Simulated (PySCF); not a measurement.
# SVWN5/6-31G(d) (spherical functions) run of CH6AsB (SMILES CB[AsH2])

What is the vertical ionisation energy of CH6AsB at SVWN5/6-31G* (spherical functions)? The job is set up through a Python script.

Program for the calculation: PySCF 2.14.0.

## (1) Starting point

CH6AsB: 9 atoms, total charge 0, spin state singlet. SMILES: `CB[AsH2]`. The shape comes from GFN2-xTB, which is rough for such elements, and wasn't checked as a minimum. This is one conformer, not always the lowest.

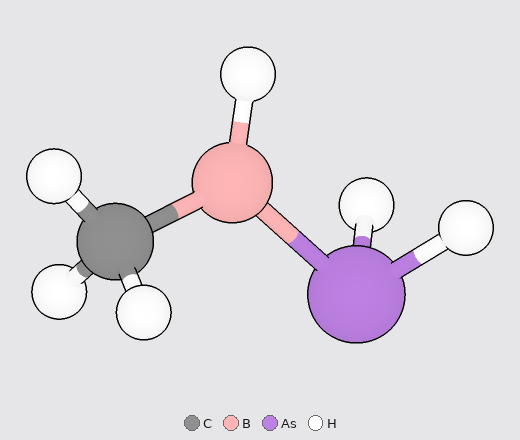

The structure, seen from a chosen angle (carbon grey, boron pink, arsenic purple, hydrogen white).

## (2) The energy at SVWN5/6-31G(d) (spherical functions)

start.xyz reads:

```xyz
9
CH6AsB
C     -0.669400     0.978610    -0.753440
B      0.372700    -0.061900    -0.219080
As    -0.027060    -1.111450     1.478610
H     -1.622760     0.482480    -0.953920
H     -0.378410     1.512160    -1.655940
H     -0.894950     1.721140     0.016000
H      1.377420    -0.239500    -0.800340
H      0.478160    -2.398890     0.876330
H      1.364310    -0.882660     2.011790
```

calc.py reads:

```python
from pyscf import gto, dft

mol = gto.M(
    atom='start.xyz',
    basis='6-31g*',
    max_memory=1860,
    verbose=4,
    spin=0,
)

ks = dft.RKS(mol)
ks.xc = 'svwn'
ks.conv_tol = 1e-10
ks.grids.level = 6
ks.kernel()
if not ks.converged:
    ks = ks.newton().run(ks.mo_coeff, ks.mo_occ)

e_tot = ks.e_tot
print('Final energy', e_tot)
```

Started as:

```bash
OMP_NUM_THREADS=1 python calc.py
```

What it wrote:

```text
PySCF version 2.14.0

[INPUT] num. atoms = 9
[INPUT] num. electrons = 50
[INPUT] charge = 0
[INPUT] spin (= nelec alpha-beta = 2S) = 0
[INPUT] symmetry False subgroup None
[INPUT] Mole.unit = angstrom
[INPUT] Symbol           X                Y                Z      unit          X                Y                Z       unit  Magmom
[INPUT]  1 C     -0.669400000000   0.978610000000  -0.753440000000 AA   -1.264982667784   1.849304882761  -1.423795251292 Bohr   0.0
[INPUT]  2 B      0.372700000000  -0.061900000000  -0.219080000000 AA    0.704300926625  -0.116974047111  -0.414001199370 Bohr   0.0
[INPUT]  3 As    -0.027060000000  -1.111450000000   1.478610000000 AA   -0.051135988931  -2.100336101148   2.794167945043 Bohr   0.0
[INPUT]  4 H     -1.622760000000   0.482480000000  -0.953920000000 AA   -3.066571965899   0.911755060580  -1.802647544745 Bohr   0.0
[INPUT]  5 H     -0.378410000000   1.512160000000  -1.655940000000 AA   -0.715091262797   2.857568256522  -3.129273078712 Bohr   0.0
[INPUT]  6 H     -0.894950000000   1.721140000000   0.016000000000 AA   -1.691210395180   3.252483222034   0.030235617993 Bohr   0.0
[INPUT]  7 H      1.377420000000  -0.239500000000  -0.800340000000 AA    2.602946558498  -0.452589406833  -1.512423406534 Bohr   0.0
[INPUT]  8 H      0.478160000000  -2.398890000000   0.876330000000 AA    0.903591443722  -4.533245102958   1.656023694740 Bohr   0.0
[INPUT]  9 H      1.364310000000  -0.882660000000   2.011790000000 AA    2.578172249005  -1.667985661109   3.801732120139 Bohr   0.0

nuclear repulsion = 153.094843714831
number of shells = 36
number of NR pGTOs = 173
number of NR cGTOs = 72
basis = 6-31g*
ecp = {}

******** <class 'pyscf.dft.rks.RKS'> ********
method = RKS
initial guess = minao
damping factor = 0
level_shift factor = 0
DIIS = <class 'pyscf.scf.diis.CDIIS'>
diis_start_cycle = 1
diis_space = 8
diis_damp = 0
SCF conv_tol = 1e-10
SCF conv_tol_grad = None
SCF max_cycles = 50
direct_scf = True
direct_scf_tol = 1e-13
XC library pyscf.dft.libxc version 7.0.0
    S. Lehtola, C. Steigemann, M. J.T. Oliveira, and M. A.L. Marques.,  SoftwareX 7, 1–5 (2018)
XC functionals = svwn
    P. A. M. Dirac.,  Math. Proc. Cambridge Philos. Soc. 26, 376 (1930)
    F. Bloch.,  Z. Phys. 57, 545 (1929)
    S. H. Vosko, L. Wilk, and M. Nusair.,  Can. J. Phys. 58, 1200 (1980)
radial grids:
    Treutler-Ahlrichs [JCP 102, 346 (1995); DOI:10.1063/1.469408] (M4) radial grids

becke partition: Becke, JCP 88, 2547 (1988); DOI:10.1063/1.454033
pruning grids: <function nwchem_prune>
grids dens level: 6
symmetrized grids: False
atomic radii adjust function: <function treutler_atomic_radii_adjust>
small_rho_cutoff = 0
Set gradient conv threshold to 1e-05
Initial guess from minao.
tot grids = 398568
init E= -2297.34111225496
  HOMO = -0.293217139717647  LUMO = -0.151226234874414  gap/eV = 3.86377
cycle= 1 E= -2298.06605607777  delta_E= -0.725  |g|= 0.522  |ddm|= 2.62
  HOMO = -0.175534882335462  LUMO = -0.0490250221091673  gap/eV = 3.44251
cycle= 2 E= -2298.00479816231  delta_E= 0.0613  |g|= 0.678  |ddm|=  1.2
  HOMO = -0.208022674202267  LUMO = -0.0988048232047398  gap/eV = 2.97197
cycle= 3 E= -2298.13018095749  delta_E= -0.125  |g|= 0.0922  |ddm|= 0.776
  HOMO = -0.216369773887612  LUMO = -0.0958283753605667  gap/eV = 3.28010
cycle= 4 E= -2298.13261462233  delta_E= -0.00243  |g|= 0.0112  |ddm|= 0.14
  HOMO = -0.216081165877248  LUMO = -0.0978016331689342  gap/eV = 3.21855
cycle= 5 E= -2298.13263702557  delta_E= -2.24e-05  |g|= 0.00937  |ddm|= 0.0298
  HOMO = -0.216162335937466  LUMO = -0.0967301097346236  gap/eV = 3.24992
cycle= 6 E= -2298.13266663236  delta_E= -2.96e-05  |g|= 0.000711  |ddm|= 0.0127
  HOMO = -0.216200633076782  LUMO = -0.0967953701077695  gap/eV = 3.24918
cycle= 7 E= -2298.1326667893  delta_E= -1.57e-07  |g|= 0.00021  |ddm|= 0.00115
  HOMO = -0.216166307838127  LUMO = -0.0967811152790392  gap/eV = 3.24864
cycle= 8 E= -2298.13266679877  delta_E= -9.48e-09  |g|= 6.55e-05  |ddm|= 0.000356
  HOMO = -0.216177601477737  LUMO = -0.0967900351472291  gap/eV = 3.24870
cycle= 9 E= -2298.13266679986  delta_E= -1.09e-09  |g|= 1.33e-05  |ddm|= 0.000109
  HOMO = -0.216177721353868  LUMO = -0.096790544190017  gap/eV = 3.24869
cycle= 10 E= -2298.13266679992  delta_E= -6.18e-11  |g|= 3.21e-06  |ddm|= 2.31e-05
  HOMO = -0.216177862450836  LUMO = -0.096790109008094  gap/eV = 3.24871
Extra cycle  E= -2298.13266679992  delta_E= 5.46e-12  |g|= 4.05e-06  |ddm|= 1.3e-05
converged SCF energy = -2298.13266679992
Final energy -2298.132666799919
```

Wall time 19 s (1 thread of Arm Neoverse V2, shared host); peak memory 0.26 GiB.

## (3) The doublet cation

calc.py reads:

```python
from pyscf import gto, dft

mol = gto.M(
    atom='''
C     -1.264983     1.849305    -1.423795
B      0.704301    -0.116974    -0.414001
As    -0.051136    -2.100336     2.794168
H     -3.066572     0.911755    -1.802648
H     -0.715091     2.857568    -3.129273
H     -1.691210     3.252483     0.030236
H      2.602947    -0.452589    -1.512423
H      0.903591    -4.533245     1.656024
H      2.578172    -1.667986     3.801732
''',
    max_memory=1860,
    spin=1,
    verbose=3,
    basis='6-31g*',
    charge=1,
    unit='bohr',
)

mf = dft.UKS(mol, xc='svwn')
mf.grids.level = 6
mf.conv_tol = 1e-10
mf.kernel()
if not mf.converged:
    mf = mf.newton().run(mf.mo_coeff, mf.mo_occ)

energy = mf.e_tot
print('Final energy', energy)
```

Started as:

```bash
OMP_NUM_THREADS=1 python calc.py
```

What it wrote:

```text
converged SCF energy = -2297.79461525277  <S^2> = 0.75116135  2S+1 = 2.001161
Final energy -2297.7946152527675
```

Run time: 42 s. Hardware: 1 thread of Arm Neoverse V2, shared host; peak memory 0.25 GiB.

## (4) Outcome

At SVWN5/6-31G* (spherical functions):

```
                                          quantity           value
                      singlet CH6AsB: total energy  -2298.13267 Eh
                     singlet CH6AsB: dipole moment          1.32 D
                       singlet CH6AsB: HOMO energy        -5.88 eV
                       singlet CH6AsB: LUMO energy        -2.63 eV
                     singlet CH6AsB: HOMO–LUMO gap         3.25 eV
                      doublet cation: total energy  -2297.79462 Eh
doublet cation: HOMO energy (highest over α and β)       -13.24 eV
 doublet cation: LUMO energy (lowest over α and β)       -12.46 eV
                              doublet cation: ⟨S²⟩           0.751
vertical ionisation energy (to the doublet cation)        9.199 eV
```

What this shows: The vertical ionisation energy comes to 9.20 eV (212 kcal/mol). −ε(HOMO) before ionisation, 5.88 eV, is 3.32 eV below this ionisation energy. Mulliken charges (doublet cation) run from -0.69 on C1 to +0.28 on H5.
